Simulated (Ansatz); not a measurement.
Consider HI3Sn.

Input

```
crystal:
  periodic: [false, false, false]
  atoms:
    - {symbol: I, position_ang: [-4.959724, 3.260514, -1.204344]}
    - {symbol: I, position_ang: [-1.705079, 0.525180, -0.225541]}
    - {symbol: I, position_ang: [-5.509046, 0.235001, 1.890357]}
    - {symbol: Sn, position_ang: [-3.752184, 1.929761, 0.784033]}
    - {symbol: H, position_ang: [-3.181842, 3.029380, 1.960302]}
basis:
  gaussian: {orbitals: def2-TZVPD}
hamiltonian: {xc: pbe0}
output: {forces: true, orbitals: {seedname: orbitals}}
```

Launched as:

```sh
ansatz run input.yaml --threads 2 --pin off --max-ram 5220MiB --events-out events.jsonl --progress --plain --runs-dir runs
```

Geometry: PBE0-D4/def2-SVP; core potentials replace the inner electrons of I and Sn.

The calculation used isolated molecule in a Gaussian basis; Kohn-Sham density functional theory, functional PBE0 (Ansatz).

What can the converged electron density and electron localisation function tell about the bonding?

Sn–I (2.68 Å): ρ at the midpoint is about 0.48 e/Å³; the ELF peaks at about 0.70 in the valence shell of I, 1.2 Å from its nucleus, and drops to about 0.20 between the two atoms.

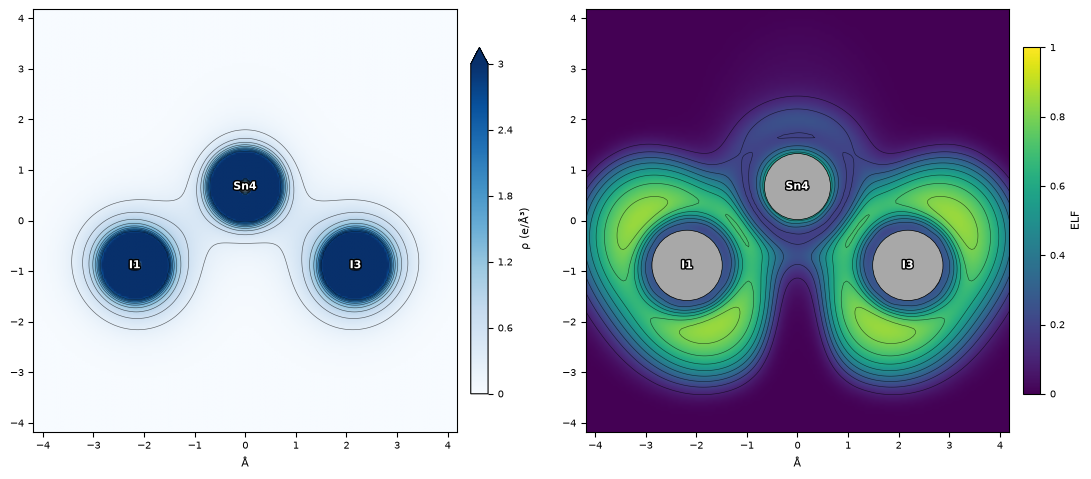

Computed electron density and electron localisation function on the plane of atoms I1, Sn4 and I3, in this order. Grey discs cover the atomic cores in the ELF map. 
